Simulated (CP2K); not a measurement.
# C2H10N2Si (SMILES CN(C)[SiH2]N) at PM3

What is the energy change on altering one bond length of C2H10N2Si at PM3? 

The calculation is run with CP2K 2026.2.

2 further runs of the same task are left out: 1 that didn't finish, 1 set aside as unsound or not needed.

## (1) The system as given

The species is C2H10N2Si (15 atoms), meant as a singlet with charge 0. As SMILES, `CN(C)[SiH2]N`. Geometry: a rough force-field guess. This is one conformer, not always the lowest.

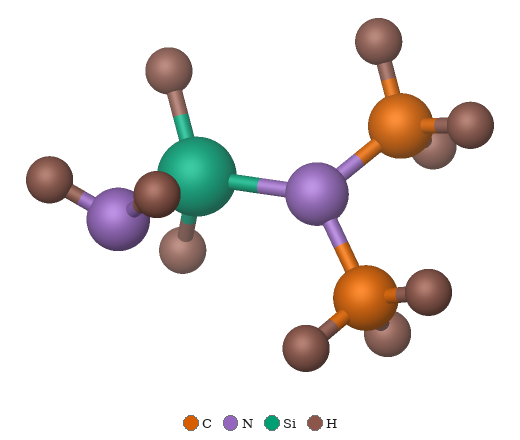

The structure, seen from a chosen angle (carbon orange, nitrogen purple, silicon teal, hydrogen brown).

## (2) Energy and forces at PM3

Input file molecule.xyz:

```xyz
15

C     -0.622800    -1.241900     0.820900
N      0.142400    -0.077500     0.321600
C      1.464300    -0.216400     0.868800
Si     0.006500     0.542400    -1.267600
N     -1.556200     1.296400    -1.121400
H     -0.610900    -1.270500     1.899100
H     -1.707600    -1.052800     0.583600
H     -0.313800    -2.131600     0.360300
H      1.467900    -0.333800     2.012900
H      2.101600     0.683800     0.732500
H      2.017400    -1.072600     0.467300
H     -0.117000    -0.550100    -2.236100
H      0.893200     1.596400    -1.551800
H     -1.605400     2.117900    -1.706400
H     -1.581400     1.659700    -0.154200
```

Input file gas.inp:

```
&FORCE_EVAL
   METHOD QUICKSTEP
   &DFT
      &QS
         METHOD PM3
         EPS_DEFAULT 1.0E-10
         &SE
            &COULOMB
               CUTOFF [angstrom] 50
               RC_RANGE [angstrom] 0
            &END COULOMB
            &EXCHANGE
               CUTOFF [angstrom] 50
               RC_RANGE [angstrom] 0
            &END EXCHANGE
         &END SE
      &END QS
      &POISSON
         PERIODIC NONE
         POISSON_SOLVER ANALYTIC
      &END POISSON
      &SCF
         SCF_GUESS ATOMIC
         EPS_SCF 1.0E-06
         MAX_SCF 40
         &OT
            MINIMIZER DIIS
            PRECONDITIONER FULL_SINGLE_INVERSE
         &END OT
         &OUTER_SCF
            EPS_SCF 1.0E-06
            MAX_SCF 10
         &END OUTER_SCF
      &END SCF
      &PRINT
         &MOMENTS
            PERIODIC F
            REFERENCE COM
            MAX_MOMENT 1
         &END MOMENTS
         &MO_CUBES
            NLUMO 3
            NHOMO -1
            WRITE_CUBE F
         &END MO_CUBES
         &HIRSHFELD OFF
         &END HIRSHFELD
      &END PRINT
   &END DFT
   &SUBSYS
      &CELL
         ABC 11.8 12.2 12.2
         PERIODIC NONE
      &END CELL
      &TOPOLOGY
         COORD_FILE_NAME molecule.xyz
         COORD_FILE_FORMAT XYZ
         &CENTER_COORDINATES
         &END CENTER_COORDINATES
      &END TOPOLOGY
   &END SUBSYS
   &PRINT
      &FORCES ON
      &END FORCES
   &END PRINT
&END FORCE_EVAL

&GLOBAL
   PROJECT gas
   RUN_TYPE ENERGY_FORCE
   PRINT_LEVEL MEDIUM
&END GLOBAL
```

Launch:

```bash
$ OMP_NUM_THREADS=1 cp2k.psmp -i gas.inp > gas.out 2>&1
```

The program printed:

```text
CP2K| version string:                                       CP2K version 2026.2
[...]
 GLOBAL| Method name                                                        CP2K
[...]
 GLOBAL| Run type                                                   ENERGY_FORCE
[...]
                             - Atoms:                                         15
[...]
                             - Spherical basis functions:                     30
[...]
 Number of electrons:                                                         32
[...]
     1 OT DIIS     0.80E-01    0.0     0.24421954       -22.4081728276 -2.24E+01
[...]
    12 OT DIIS     0.80E-01    0.0     0.00000082       -28.9845671856 -2.59E-10
  *** SCF run converged in    12 steps ***
  Core-core repulsion energy [eV]:                           2431.63167334616855
  Core Hamiltonian energy [eV]:                             -1181.99779867923712
  Two-electron integral energy [eV]:                        -4076.68811654259025
  Electronic energy [eV]:                                   -3220.34185695053202
  Total energy [eV]:                                         -788.71018360436392
  Atomic reference energy [eV]:                               788.12387684113867
  Heat of formation [kcal/mol]:                               -13.52055622875182
[...]
 SE_DIPOLE| Moment [Debye]         -1.38529795      -0.16494861      -0.18026432
 SE_DIPOLE| Derivative [a.u.]       0.00000000       0.00000000       0.00000000
 *** WARNING in qs_scf_post_se.F:140 :: Printing of MO cube files not ***
 *** implemented for Semi-Empirical method.                           ***
 ENERGY| Total FORCE_EVAL ( QS ) energy [hartree]            -28.984567185691674
 FORCES| Atomic forces [hartree/bohr]
 FORCES|   Atom     x               y               z               |f|
 FORCES|      1 -4.65290514E-02  4.10446243E-02 -1.60749987E-02   6.40938327E-02
 FORCES|      2  5.83907319E-03 -2.54228960E-02  5.83810876E-02   6.39434891E-02
 FORCES|      3  4.28587469E-02  1.37020844E-02  3.63889154E-02   5.78685793E-02
 FORCES|      4  7.99168955E-05 -1.77253478E-02 -2.93766576E-02   3.43100912E-02
 FORCES|      5 -3.23793713E-02  4.47336651E-02  1.73185147E-02   5.78744800E-02
 FORCES|      6  6.81328331E-03 -4.50246389E-03  1.42136628E-02   1.63927186E-02
 FORCES|      7  1.22615031E-02 -4.99630547E-03 -1.60945040E-03   1.33378355E-02
 FORCES|      8  9.61627381E-03 -3.16970576E-02 -1.02988407E-02   3.46877831E-02
 FORCES|      9 -3.91876946E-03 -1.98978012E-04 -2.36827731E-02   2.40056262E-02
 FORCES|     10 -6.62246105E-03 -3.03477424E-03 -5.65996052E-03   9.22507442E-03
 FORCES|     11  2.01816831E-03 -3.13206573E-03 -1.23288271E-03   3.92464505E-03
 FORCES|     12  4.83551782E-03 -4.82343176E-03 -1.32855971E-02   1.49383673E-02
 FORCES|     13  2.49764554E-02  9.32275111E-03 -7.89172188E-03   2.78031705E-02
[...]
```

Run time: 1.9 s. Hardware: 1 thread of Intel Xeon Platinum 8259CL at 2.50GHz (Skylake/Cascade Lake), shared host; peak memory 0.18 GiB.

## (3) The distorted shape at the same level

Input file molecule.xyz:

```xyz
15

C      0.462024    -1.431004     1.058205
N      1.227224    -0.266604     0.558905
C      2.549124    -0.405504     1.106105
Si     1.091324     0.353296    -1.030295
N     -0.471376     1.107296    -0.884095
H      0.473924    -1.459604     2.136405
H     -1.707600    -1.052800     0.583600
H      0.771024    -2.320704     0.597605
H      2.552724    -0.522904     2.250205
H      3.186424     0.494696     0.969805
H      3.102224    -1.261704     0.704605
H      0.967824    -0.739204    -1.998795
H      1.978024     1.407296    -1.314495
H     -0.520576     1.928796    -1.469095
H     -0.496576     1.470596     0.083105
```

Input file mol.inp:

```
&GLOBAL
    PROJECT mol
    RUN_TYPE ENERGY_FORCE
    PRINT_LEVEL MEDIUM
&END GLOBAL

&FORCE_EVAL
    METHOD QUICKSTEP
    &DFT
        &QS
            METHOD PM3
            EPS_DEFAULT 1.0E-10
            &SE
                &COULOMB
                    CUTOFF [angstrom] 50
                    RC_RANGE [angstrom] 0
                &END COULOMB
                &EXCHANGE
                    CUTOFF [angstrom] 50
                    RC_RANGE [angstrom] 0
                &END EXCHANGE
            &END SE
        &END QS
        # isolated system
        &POISSON
            PERIODIC NONE
            POISSON_SOLVER ANALYTIC
        &END POISSON
        # SCF settings
        &SCF
            SCF_GUESS ATOMIC
            EPS_SCF 1.0E-06
            MAX_SCF 40
            &OT
                MINIMIZER DIIS
                PRECONDITIONER FULL_SINGLE_INVERSE
            &END OT
            &OUTER_SCF
                EPS_SCF 1.0E-06
                MAX_SCF 10
            &END OUTER_SCF
        &END SCF
        # extra output
        &PRINT
            &MOMENTS
                PERIODIC F
                REFERENCE COM
                MAX_MOMENT 1
            &END MOMENTS
            &MO_CUBES
                NLUMO 3
                NHOMO -1
                WRITE_CUBE F
            &END MO_CUBES
            &HIRSHFELD OFF
            &END HIRSHFELD
        &END PRINT
    &END DFT
    # atoms, cell and kinds
    &SUBSYS
        # vacuum box
        &CELL
            ABC 12.9 12.2 12.2
            PERIODIC NONE
        &END CELL
        &TOPOLOGY
            COORD_FILE_NAME molecule.xyz
            COORD_FILE_FORMAT XYZ
            &CENTER_COORDINATES
            &END CENTER_COORDINATES
        &END TOPOLOGY
    &END SUBSYS
    &PRINT
        &FORCES ON
        &END FORCES
    &END PRINT
&END FORCE_EVAL
```

Launch:

```bash
$ OMP_NUM_THREADS=1 cp2k.psmp -i mol.inp -o mol.out
```

The program printed, shortened:

```text
CP2K| version string:                                       CP2K version 2026.2
[...]
 GLOBAL| Method name                                                        CP2K
[...]
 GLOBAL| Run type                                                   ENERGY_FORCE
[...]
                             - Atoms:                                         15
[...]
                             - Spherical basis functions:                     30
[...]
 Number of electrons:                                                         32
[...]
     1 OT DIIS     0.80E-01    0.0     0.23995440       -22.5245738172 -2.25E+01
[...]
    12 OT DIIS     0.80E-01    0.0     0.00000075       -28.7948413594 -3.02E-10
  *** SCF run converged in    12 steps ***
  Core-core repulsion energy [eV]:                           2393.85106156837855
  Core Hamiltonian energy [eV]:                             -1174.86024101337125
  Two-electron integral energy [eV]:                        -4005.07660374694979
  Electronic energy [eV]:                                   -3177.39854288684637
  Total energy [eV]:                                         -783.54748131846804
  Atomic reference energy [eV]:                               788.12387684113867
  Heat of formation [kcal/mol]:                               105.53419620969065
[...]
 SE_DIPOLE| Moment [Debye]         -2.08910933      -0.18080877      -0.27147966
 SE_DIPOLE| Derivative [a.u.]       0.00000000       0.00000000       0.00000000
 *** WARNING in qs_scf_post_se.F:140 :: Printing of MO cube files not ***
 *** implemented for Semi-Empirical method.                           ***
 ENERGY| Total FORCE_EVAL ( QS ) energy [hartree]            -28.794841359425540
[...]
```

It took 2.3 s on 1 thread of Intel Xeon Platinum 8259CL at 2.50GHz (Skylake/Cascade Lake), shared host; peak memory 0.19 GiB.

## (4) Results

Level: PM3.

| quantity | value |
| --- | --- |
| first shape: total energy | -28.98457 Eh |
| first shape: dipole moment | 1.41 D |
| first shape: heat of formation at this unrelaxed shape | -13.5 kcal/mol |
| first shape: largest force on an atom | 3.296 eV/Å |
| distorted shape: total energy | -28.79484 Eh |
| distorted shape: dipole moment | 2.11 D |
| distorted shape: heat of formation at this unrelaxed shape | 105.5 kcal/mol |
| distorted shape: largest force on an atom | 4.321 eV/Å |
| energy change with the C1–H7 bond stretched from 1.126 to 2.253 Å | 5.163 eV |

What this shows: One bond (distorted shape) is far stretched, which a spin-restricted single reference describes badly. With the C1–H7 bond stretched from 1.126 to 2.253 Å the energy rises by 5.16 eV (498 kJ/mol). The first shape isn't relaxed at this level, so the change isn't measured from a minimum. A restricted reference can't describe the breaking bond well at this length. The largest force (first shape) is 3.30 eV/Å: the shape isn't a stationary point for this species at this level.
